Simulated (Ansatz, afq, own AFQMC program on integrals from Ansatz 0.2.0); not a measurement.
# BSiH₂ (doublet): AFQMC on the coupled-cluster ladder at distance Si1–B2 = 1.531 Å, cc-pVDZ

How near does AFQMC come to the top of the ladder for BSiH₂ (doublet)?

Computed with Ansatz 0.2.0, Gaussian basis, and an in-house AFQMC program (afq) on its integrals; all values are calculated. Level: cc-pVDZ, frozen cores.

To be run: PBE (unrestricted); r2SCAN (unrestricted); PBE0 (unrestricted); B3LYP (unrestricted); wB97M-V (unrestricted); B2PLYP (unrestricted); CCSD(T) on UHF; CCSDT(Q) on UHF; Phaseless AFQMC, CISD trial on UHF.

1 further run of the same task is left out (it didn't finish).

## Step 1: The system

The geometry derives from a PBE0/def2-TZVP stationary point (not a proven minimum). One bond is set to the value named and the two fragments are kept rigid.

4 atoms, charge 0, spin multiplicity 2.

Atoms are counted from 1 here; the program's logs count them from 0.

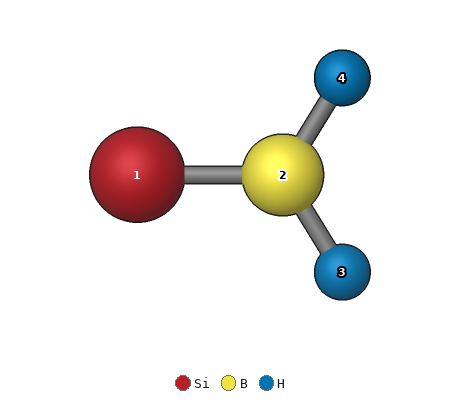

The structure; silicon red, boron yellow, hydrogen blue; atoms are numbered from 1 in the order of the file.

## Step 2: PBE (unrestricted)

File in.yaml:

```yaml
crystal:
  periodic: [false, false, false]
  atoms:
    - {symbol: Si, position_ang: [0.000000, 0.000000, 0.510933]}
    - {symbol: B, position_ang: [0.000000, 0.000000, -1.020067]}
    - {symbol: H, position_ang: [0.000000, -1.025810, -1.647856]}
    - {symbol: H, position_ang: [0.000000, 1.025810, -1.647856]}
basis:
  gaussian: {orbitals: cc-pVDZ}
magnetization: {spin_polarized: true, initial_magnetization: 1}
hamiltonian: {xc: {name: PBE}}
output: {orbitals: {seedname: orbitals}}
```

Started as:

```sh
ansatz run in.yaml --threads 1 --pin off --events-out ev --progress --plain --max-ram 1382MiB
```

Log:

```text
Functional definition: PBE
  name "PBE"
  cite "Perdew, Burke & Ernzerhof, Phys. Rev. Lett. 77, 3865 (1996) doi:10.1103/PhysRevLett.77.3865"
  parent pbe
  parameter kappa = 0.804
  parameter beta = 0.06672455060314922
  exchange = pbe_x(kappa = kappa, mu = beta*pi^2/3)
  correlation = pbe_c(beta = beta)
508 factors; their error is unknown
mean field evaluation 1: about -8562.9569 eV, gradient 4.0e1 eV
mean field evaluation 2: about -8495.3139 eV, gradient 8.0e1 eV
mean field evaluation 4: about -8573.8760 eV, gradient 1.2e1 eV
mean field evaluation 8: about -8575.3173 eV, gradient 4.5e-2 eV
mean field evaluation 16: about -8575.2973 eV, gradient 4.4e-5 eV
mean field evaluation 32: about -8574.6663 eV, gradient 5.9e0 eV
mean field -8575.29734988 eV, -315.1363650630 hartree, gradient 1.8e-6 eV, S^2 0.753419; 5 other end points of the search recorded, 0 dependent functions left out
reference -8575.29737610 eV, -315.1363660264 hartree; 11, 10 occupied and 31, 32 virtual orbitals, 508 factors
Total energy: -8575.29737610 eV, -315.1363660264 hartree
```

Run time: 3.2 s. Hardware: 1 thread of Arm Neoverse V1, shared host.

From the report: ⟨S²⟩ of the determinant 0.753 (pure doublet: 0.75).

## Step 3: r2SCAN (unrestricted)

Edit in.yaml of step 2 so:

```diff
@@ -10,3 +10,2 @@
 magnetization: {spin_polarized: true, initial_magnetization: 1}
-hamiltonian: {xc: {name: PBE}}
-output: {orbitals: {seedname: orbitals}}
+hamiltonian: {xc: {name: r2SCAN}}
```

The command is unchanged.

Log, shortened:

```text
Functional definition: r2SCAN
  name "r2SCAN"
  cite "Furness, Kaplan, Ning, Perdew & Sun, J. Phys. Chem. Lett. 11, 8208 (2020) doi:10.1021/acs.jpclett.0c02405"
  cite "Furness, Kaplan, Ning, Perdew & Sun, J. Phys. Chem. Lett. 11, 9248 (2020) doi:10.1021/acs.jpclett.0c03077"
  parent r2scan
[...]
508 factors; their error is unknown
[...]
mean field -8579.29721513 eV, -315.2833573995 hartree, gradient 1.7e-6 eV, S^2 0.756190; 5 other end points of the search recorded, 0 dependent functions left out
reference -8579.29722399 eV, -315.2833577252 hartree; 11, 10 occupied and 31, 32 virtual orbitals, 508 factors
Total energy: -8579.29722399 eV, -315.2833577252 hartree
```

Run time: 11 s. Hardware: 1 thread of Arm Neoverse V1, shared host.

From the report: ⟨S²⟩ of the determinant 0.756 (pure doublet: 0.75).

## Step 4: PBE0 (unrestricted)

Edit in.yaml of step 3 so:

```diff
@@ -10,2 +10,3 @@
 magnetization: {spin_polarized: true, initial_magnetization: 1}
-hamiltonian: {xc: {name: r2SCAN}}
+hamiltonian: {xc: {name: PBE0}}
+output: {orbitals: {seedname: orbitals}}
```

The command is unchanged.

Log, shortened:

```text
Functional definition: PBE0
  name "PBE0"
  cite "Adamo & Barone, J. Chem. Phys. 110, 6158 (1999) doi:10.1063/1.478522"
  cite "Perdew, Burke & Ernzerhof, Phys. Rev. Lett. 77, 3865 (1996) doi:10.1103/PhysRevLett.77.3865"
  parent pbe
[...]
402 factors; integrals over basis functions are off by at most 7.1e-4 eV
[...]
mean field -8576.28117999 eV, -315.1725201526 hartree, gradient 1.7e-6 eV, S^2 0.754068; 3 other end points of the search recorded, 0 dependent functions left out
reference -8576.28119970 eV, -315.1725208766 hartree; 11, 10 occupied and 31, 32 virtual orbitals, 402 factors
Total energy: -8576.28119970 eV, -315.1725208766 hartree
```

Wall time 3.5 s (1 thread of Arm Neoverse V1, shared host).

From the report: ⟨S²⟩ of the determinant 0.754 (pure doublet: 0.75).

## Step 5: B3LYP (unrestricted)

Edit in.yaml of step 4 so:

```diff
@@ -10,3 +10,2 @@
 magnetization: {spin_polarized: true, initial_magnetization: 1}
-hamiltonian: {xc: {name: PBE0}}
-output: {orbitals: {seedname: orbitals}}
+hamiltonian: {xc: {name: B3LYP}}
```

Same command.

Log, shortened:

```text
Functional definition: B3LYP
  name "B3LYP"
  cite "Stephens, Devlin, Chabalowski & Frisch, J. Phys. Chem. 98, 11623 (1994) doi:10.1021/j100096a001"
  cite "Becke, Phys. Rev. A 38, 3098 (1988) doi:10.1103/PhysRevA.38.3098"
  cite "Lee, Yang & Parr, Phys. Rev. B 37, 785 (1988) doi:10.1103/PhysRevB.37.785"
  cite "Vosko, Wilk & Nusair, Can. J. Phys. 58, 1200 (1980) doi:10.1139/p80-159"
[...]
402 factors; integrals over basis functions are off by at most 7.1e-4 eV
[...]
mean field -8581.37703268 eV, -315.3597892847 hartree, gradient 3.1e-6 eV, S^2 0.752672; 3 other end points of the search recorded, 0 dependent functions left out
reference -8581.37721525 eV, -315.3597959942 hartree; 11, 10 occupied and 31, 32 virtual orbitals, 402 factors
Total energy: -8581.37721525 eV, -315.3597959942 hartree
```

Wall time 2.8 s (1 thread of Arm Neoverse V1, shared host).

From the report: ⟨S²⟩ of the determinant 0.753 (pure doublet: 0.75).

## Step 6: wB97M-V (unrestricted)

Edit in.yaml of step 5 so:

```diff
@@ -10,2 +10,3 @@
 magnetization: {spin_polarized: true, initial_magnetization: 1}
-hamiltonian: {xc: {name: B3LYP}}
+hamiltonian: {xc: {name: wB97M-V}}
+output: {orbitals: {seedname: orbitals}}
```

Same command.

Log, shortened:

```text
Functional definition: wB97M-V
  name "wB97M-V"
  cite "Mardirossian & Head-Gordon, J. Chem. Phys. 144, 214110 (2016) doi:10.1063/1.4952647"
  cite "Becke, J. Chem. Phys. 107, 8554 (1997) doi:10.1063/1.475007"
  cite "Vydrov & Van Voorhis, J. Chem. Phys. 133, 244103 (2010) doi:10.1063/1.3521275"
  # Of w^i u^j: cxij and so on, Table III.
[...]
  gx(w, u) = 1 - cx + cx01*u + cx10*w
  gss(w, u) = css00 + css04*u^4 + css10*w + css20*w^2 + css43*w^4*u^3
  gos(w, u) = cos00 + cos10*w + (cos20 + cos21*u)*w^2 + (cos60 + cos61*u)*w^6
[...]
      + integral(e_c_pw_mod_opposite_spin*gos(b97_w_opposite, b97_u_opposite)) + vv10(b, c)
402 factors; integrals over basis functions are off by at most 7.1e-4 eV
149 factors; integrals over basis functions are off by at most 7.8e-6 eV
[...]
mean field -8579.62633206 eV, -315.2954522237 hartree, gradient 1.9e-5 eV, S^2 0.751826; 2 other end points of the search recorded, 0 dependent functions left out
reference -8579.62636313 eV, -315.2954533655 hartree; 11, 10 occupied and 31, 32 virtual orbitals, 402 factors
Total energy: -8579.62636313 eV, -315.2954533655 hartree
```

It took 11 s on 1 thread of Arm Neoverse V1, shared host.

From the report: ⟨S²⟩ of the determinant 0.752 (pure doublet: 0.75).

## Step 7: B2PLYP (unrestricted)

Edit in.yaml of step 6 so:

```diff
@@ -10,3 +10,3 @@
 magnetization: {spin_polarized: true, initial_magnetization: 1}
-hamiltonian: {xc: {name: wB97M-V}}
-output: {orbitals: {seedname: orbitals}}
+hamiltonian: {xc: {name: B2PLYP}}
+correlation: {electrons: outside_noble_gas}
```

Same command.

Log, shortened:

```text
Functional definition: B2PLYP
  name "B2PLYP"
  cite "Grimme, J. Chem. Phys. 124, 034108 (2006) doi:10.1063/1.2148954"
  cite "Becke, Phys. Rev. A 38, 3098 (1988) doi:10.1103/PhysRevA.38.3098"
  cite "Lee, Yang & Parr, Phys. Rev. B 37, 785 (1988) doi:10.1103/PhysRevB.37.785"
[...]
402 factors; integrals over basis functions are off by at most 7.1e-4 eV
[...]
mean field -8574.81595614 eV, -315.1186741691 hartree, gradient 1.5e-6 eV, S^2 0.754313; 6 other end points of the search recorded, 0 dependent functions left out
6 core orbitals not correlated: weight in the atoms' cores, before any rotation towards them, 1.000 or more for the frozen orbitals, at most 0.000 for the correlated occupied ones
reference -8574.81607245 eV, -315.1186784434 hartree; 5, 4 occupied and 31, 32 virtual orbitals, 402 factors
second order -5.16491486 eV of doubles, -0.00000000 eV of singles
Total energy: -8576.21059946 eV, -315.1699263659 hartree
```

Run time: 3.8 s. Hardware: 1 thread of Arm Neoverse V1, shared host.

From the report: ⟨S²⟩ of the determinant 0.754 (pure doublet: 0.75).

## Step 8: CCSD(T) on UHF

Edit in.yaml of step 7 so:

```diff
@@ -10,3 +10,2 @@
 magnetization: {spin_polarized: true, initial_magnetization: 1}
-hamiltonian: {xc: {name: B2PLYP}}
-correlation: {electrons: outside_noble_gas}
+correlation: {method: ccsd_t, electrons: outside_noble_gas, hamiltonian_folder: ham}
```

The command is unchanged.

Log, shortened:

```text
Functional definition: HF
  name "HF"
  cite "Fock, Z. Phys. 61, 126 (1930) doi:10.1007/BF01340294"
  parent pbe
[...]
402 factors; integrals over basis functions are off by at most 7.1e-4 eV
[...]
mean field -8560.13529569 eV, -314.5791698485 hartree, gradient 3.8e-6 eV, S^2 0.902206; 18 other end points of the search recorded, 0 dependent functions left out
determinant -8560.13529569 eV, -314.5791698485 hartree, with singles and doubles -8565.14868867 eV, -314.7634086422 hartree
determinant -8559.43059786 eV, -314.5532726808 hartree, with singles and doubles -8564.71388033 eV, -314.7474297305 hartree
determinant -8558.67390761 eV, -314.5254648270 hartree, with singles and doubles -8563.25338799 eV, -314.6937576269 hartree
determinant -8558.24882702 eV, -314.5098434035 hartree, with singles and doubles -8563.12249144 eV, -314.6889472675 hartree
[...]
determinant -8560.13529569 eV, -314.5791698485 hartree, with singles and doubles -8565.15868440 eV, -314.7637759785 hartree
determinant -8559.43059786 eV, -314.5532726808 hartree, with singles and doubles -8564.71489331 eV, -314.7474669571 hartree
determinant -8560.12477360 eV, -314.5787831689 hartree, with singles and doubles -8565.16234407 eV, -314.7639104690 hartree
determinant -8560.12477360 eV, -314.5787831689 hartree, with singles and doubles -8565.16225123 eV, -314.7639070573 hartree
6 core orbitals not correlated: weight in the atoms' cores, before any rotation towards them, 1.000 or more for the frozen orbitals, at most 0.000 for the correlated occupied ones
reference -8560.12477360 eV, -314.5787831689 hartree; 5, 4 occupied and 31, 32 virtual orbitals, 402 factors
second order -4.07591061 eV of doubles, -0.00000000 eV of singles
cycle   1  -5.03748328 eV  change   -5.6e-6 eV  update   2.0e-6
perturbative correction -0.14664712 eV, -0.0053891824 hartree
Total energy: -8565.30890400 eV, -314.7692964472 hartree
```

It took 6 s on 1 thread of Arm Neoverse V1, shared host.

From the report: ⟨S²⟩ of the determinant 0.759 (pure doublet: 0.75); correlation -5.1841 eV; T1 0.016; largest double amplitude 0.09.

This run also writes the integrals to the folder ham.

## Step 9: CCSDT(Q) on UHF

Edit in.yaml of step 8 so:

```diff
@@ -10,2 +10,2 @@
 magnetization: {spin_polarized: true, initial_magnetization: 1}
-correlation: {method: ccsd_t, electrons: outside_noble_gas, hamiltonian_folder: ham}
+correlation: {method: ccsdt_q, electrons: outside_noble_gas}
```

Launched as before.

Log, shortened:

```text
Functional definition: HF
  name "HF"
  cite "Fock, Z. Phys. 61, 126 (1930) doi:10.1007/BF01340294"
  parent pbe
[...]
785 factors; integrals over basis functions are off by at most 1.5e-7 eV
[...]
mean field -8560.13532545 eV, -314.5791709423 hartree, gradient 3.3e-6 eV, S^2 0.902210; 18 other end points of the search recorded, 0 dependent functions left out
determinant -8560.13532545 eV, -314.5791709423 hartree, with singles and doubles -8565.14871788 eV, -314.7634097159 hartree
determinant -8559.43062760 eV, -314.5532737737 hartree, with singles and doubles -8564.71390845 eV, -314.7474307640 hartree
determinant -8558.67394004 eV, -314.5254660189 hartree, with singles and doubles -8563.25341212 eV, -314.6937585140 hartree
determinant -8558.24885887 eV, -314.5098445742 hartree, with singles and doubles -8563.12251613 eV, -314.6889481750 hartree
[...]
determinant -8559.43062760 eV, -314.5532737737 hartree, with singles and doubles -8564.71492124 eV, -314.7474679834 hartree
determinant -8560.12480282 eV, -314.5787842428 hartree, with singles and doubles -8565.16237357 eV, -314.7639115533 hartree
determinant -8560.12480282 eV, -314.5787842428 hartree, with singles and doubles -8565.16228055 eV, -314.7639081347 hartree
6 core orbitals not correlated: weight in the atoms' cores, before any rotation towards them, 1.000 or more for the frozen orbitals, at most 0.000 for the correlated occupied ones
reference -8560.12480282 eV, -314.5787842428 hartree; 5, 4 occupied and 31, 32 virtual orbitals, 785 factors
second order -4.07593256 eV of doubles, -0.00000000 eV of singles
cycle   1  -4.75480065 eV  change   -6.8e-1 eV  update   7.8e-2
[...]
cycle  16  -5.21363180 eV  change    2.3e-7 eV  update   3.7e-7
perturbative correction -0.00785793 eV, -0.0002887737 hartree
Total energy: -8565.34629255 eV, -314.7706704511 hartree
```

Run time: 17 s. Hardware: 1 thread of Arm Neoverse V1, shared host.

From the report: ⟨S²⟩ of the determinant 0.759 (pure doublet: 0.75); correlation -5.2215 eV; T1 0.016; largest double amplitude 0.10.

## Step 10: Phaseless AFQMC, CISD trial on UHF

It reads the integrals that the CCSD(T) run on this determinant wrote.

Started as:

```sh
afq ham --method phaseless --trial cisd --walkers 60 --populations 1 --least-time 40 --time-step 0.005 --steps-per-block 50 --equilibration-blocks 28 --max-blocks 300 --target-error 0.00036 --factor-cut 1e-05 --start spin_pure --seed 4799 --release-times 0.24,0.51,0.99,1.62,2.4 --release-step 0.03 --release-every 4 --taylor-order 6
```

Log:

```text
orbitals 36  electrons 5 4  factors 284 of 402
reference energy -314.57878317 Eh
CCSD correlation -0.18512415 Eh in 10 cycles, weight of the determinant in the CISD state 0.8822
energy of the start -314.763718 Eh
 block  time / (1/Eh)  mean weight  energy / Eh
     1     0.250  1.0000  -314.761470
     2     0.500  0.9991  -314.761819
     3     0.750  0.9996  -314.764149
     4     1.000  0.9999  -314.767496
     5     1.250  0.9984  -314.764767
     6     1.500  1.0018  -314.767325
     7     1.750  1.0005  -314.766258
     8     2.000  0.9993  -314.766745
     9     2.250  0.9991  -314.769684
    10     2.500  0.9985  -314.768551
    13     3.250  1.0004  -314.773189
    17     4.250  1.0012  -314.769026
    21     5.250  1.0006  -314.770042
    25     6.250  0.9998  -314.768762
    29     7.250  0.9999  -314.768513
    33     8.250  0.9990  -314.774007
    37     9.250  1.0000  -314.770736
    41    10.250  1.0012  -314.771273
    45    11.250  0.9985  -314.768381
    49    12.250  0.9999  -314.768157
    53    13.250  0.9983  -314.768117
    57    14.250  0.9967  -314.772332
    61    15.250  1.0003  -314.775589
    65    16.250  1.0010  -314.769516
    69    17.250  1.0011  -314.768557
    73    18.250  1.0019  -314.770915
    77    19.250  0.9990  -314.773023
    81    20.250  0.9960  -314.774550
    85    21.250  0.9999  -314.768283
    89    22.250  0.9999  -314.770306
    93    23.250  1.0002  -314.773630
    97    24.250  0.9994  -314.767084
   101    25.250  0.9988  -314.772989
   105    26.250  0.9989  -314.776294
   109    27.250  0.9998  -314.769416
   113    28.250  0.9998  -314.770663
   117    29.250  0.9979  -314.767642
   121    30.250  1.0011  -314.773381
   125    31.250  1.0012  -314.766224
   129    32.250  0.9985  -314.769276
   133    33.250  1.0024  -314.771026
   137    34.250  1.0001  -314.772348
   141    35.250  1.0000  -314.769321
   145    36.250  0.9979  -314.769166
   149    37.250  0.9996  -314.770037
   153    38.250  1.0001  -314.773912
   157    39.250  0.9995  -314.771770
   161    40.250  0.9994  -314.767334
   165    41.250  1.0020  -314.768125
   169    42.250  0.9971  -314.769486
   173    43.250  0.9991  -314.771809
   177    44.250  1.0015  -314.771453
   181    45.250  0.9992  -314.772236
   185    46.250  1.0012  -314.770147
blocks merged  error / Eh  count
     1  0.000227  160
     2  0.000269  80
     4  0.000312  40
     8  0.000284  20
    16  0.000296  10
released: time / (1/Eh)  energy / Eh  error  mean overlap
  0.24  -314.770732  0.000446  1.0075
  0.51  -314.770486  0.000383  1.0245
  0.99  -314.770486  0.000459  1.0412
  1.62  -314.770641  0.000394  1.0386
  2.40  -314.771102  0.000645  1.0212
energy -314.770777 +/- 0.000312 Eh
```

Run time: 3.7 min. Hardware: 1 thread of Arm Neoverse V1, shared host.

Energy -8565.3492 ± 0.0085 eV. Caveats: constraint bias not in the error.

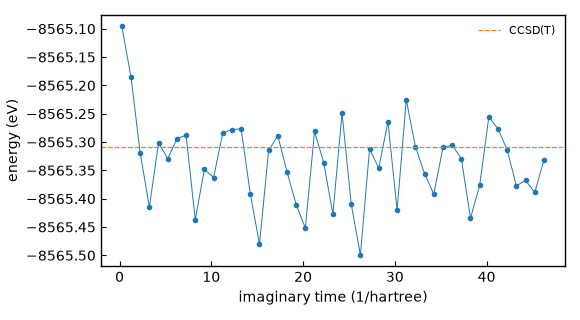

Block energies along the walk.

## Step 11: All levels side by side

On the UHF determinant, counted from CCSDT(Q) (a yardstick, not exact):

```tsv
level	energy (eV)	from CCSDT(Q) (meV)	statistical error (meV)	time
HF	-8560.1248	+5221.5		
MP2	-8564.2007	+1145.6		
CCSD	-8565.1623	+184.0		
CCSD(T)	-8565.3089	+37.4		
CCSDT(Q)	-8565.3463	0.0		
Phaseless AFQMC, CISD trial, step 0.005, 60 walkers	-8565.3492	-2.9	8.5	3.7 min
```

The functionals' totals stand on their own zeros and serve differences with other points: PBE -8575.297 eV; r2SCAN -8579.297 eV; PBE0 -8576.281 eV; B3LYP -8581.377 eV; wB97M-V -8579.626 eV; B2PLYP -8576.211 eV.

## Step 12: What came out

| quantity | value |
| --- | --- |
| CCSD(T) on UHF from CCSDT(Q) | +37.4 meV |
| Phaseless AFQMC, CISD trial on UHF from CCSDT(Q) | -2.9 ± 8.5 meV |

What this shows: On UHF the phaseless walk with the CISD trial lies -2.9 meV from CCSDT(Q), within three error bars. Error bars are statistical and leave out the constraint, the time step and what remains of the start.
